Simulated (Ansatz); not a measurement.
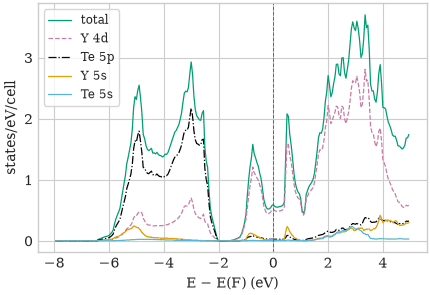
*Total and projected density of states of YTe in space group P-6m2 (No. 187; Y on 1a, Te on 1d), r²SCAN in the plane-wave PAW code Ansatz*

Question: Which orbitals carry the states next to the Fermi level?

Answer: Within 0.5 eV of the Fermi level: Y 4d 84 %, outside the projected shells 6 %. Projections are on Löwdin-orthogonalised atomic valence shells; empty p or d shells of many metals are not among them.

Question: Where is the tallest occupied peak in this window, and what makes it?

Answer: Near -3.0 eV, about 2.9 states/eV per cell; the largest projected share is Te 5p.

The workflow started from a Materials Project entry (that database holds measured and hypothetical structures alike); the Crystallography Open Database copy checked does not list it. COD files the formula under space group No. 225, so this cell is another polymorph or a model. Whether it is the stable phase at ambient conditions was not checked. The r²SCAN relaxation kept the symmetry of its start; whether a distortion lowers the energy is not shown. The final state is ferromagnetic, chosen from 4 collinear starts compared on coarse meshes (ties went to the first, and starts can fall back to one state), not a proven ground state. Other orbital occupations within this spin state were not tried. No Hubbard U is applied. Spin–orbit coupling is left out wherever it is not named.

Potentials: the later of the program's two PAW sets.
